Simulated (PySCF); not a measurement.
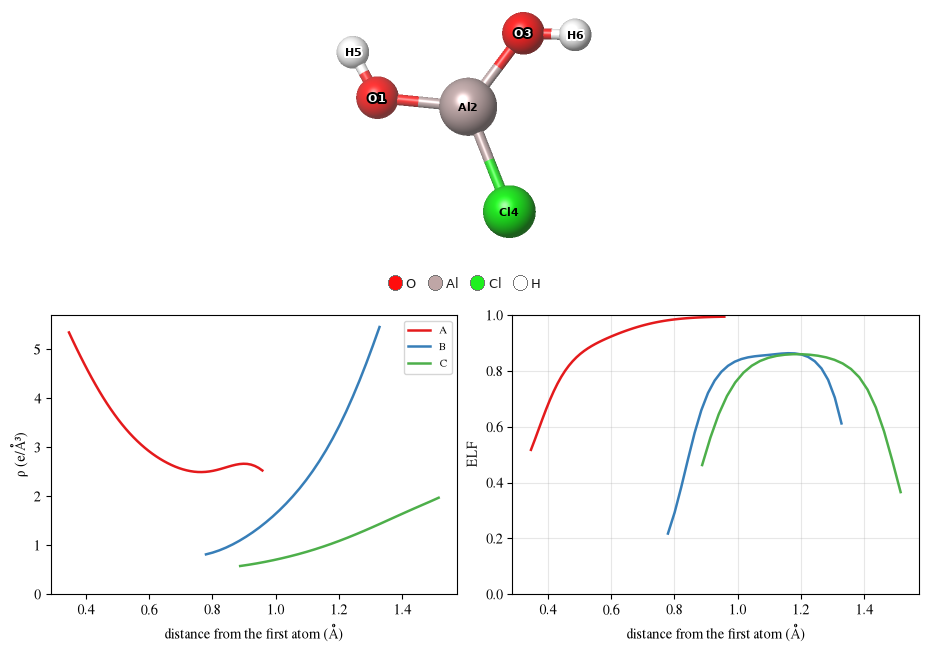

The picture shows: AlClH2O2 (SMILES [OH][Al]([OH])[Cl]). Total electron density and electron localisation function along straight lines between neighbouring atoms. The curves leave out the atomic cores. The structure is drawn too.

Geometry: PBE0-D3(BJ)/def2-SVP.

Method: PBE0/pcSseg-2, SCF density, gas phase, non-relativistic in PySCF.

Input

```
{"job": {"kind": "nmr", "xc": "PBE0", "basis": "pcSseg-2"}, "charge": 0, "multiplicity": 1}
O      0.315776    -1.649692     0.068141
Al     0.163026    -0.006707    -0.281900
O     -0.663256     1.032968     0.766938
Cl     1.026461     0.694106    -2.051336
H     -0.039933    -2.075873     0.849243
H     -0.780690     1.973530     0.625946
```

Run with:

```sh
OMP_NUM_THREADS=1 python cluster_run.py task.json out
```

Question: Which curve belongs to which contact (Al–Cl, Al–O and O–H)? The first atom named is at distance zero.

Answer: Curve A: O–H (0.96 Å): ρ at the midpoint is about 3.8 e/Å³; the ELF climbs to about 1 towards the hydrogen, as it does in any bond to H: an ordinary covalent bond to hydrogen. Curve B: Al–O (1.69 Å): ρ at the midpoint is about 0.95 e/Å³; the ELF peaks at about 0.85 in the valence shell of O, 0.5 Å from its nucleus, and is about 0.50 at the midpoint. Curve C: Al–Cl (2.09 Å): ρ at the midpoint is about 0.77 e/Å³; the ELF peaks at about 0.85 in the valence shell of Cl, 0.9 Å from its nucleus, and is about 0.80 at the midpoint.
